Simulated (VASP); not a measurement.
Band structure of Ta (space group Im-3m). Method: PBE GGA, VASP's PBE PAW potentials (set 64) (plane waves; VASP).

Unless said otherwise, spin-orbit coupling is left out, though it shifts the bands of the heavy elements here.

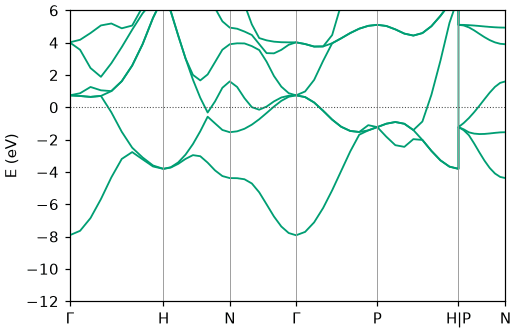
Figure: Bands along high-symmetry lines, zero at the valence-band maximum or, without a gap, the Fermi level

**Question.** Read the plot: is there a gap, and where are the band edges?

**Answer.** It has no gap at this level: it comes out as a metal or semimetal.

The structure is a typed Ta crystal (Im-3m). The cell was not relaxed at this level.
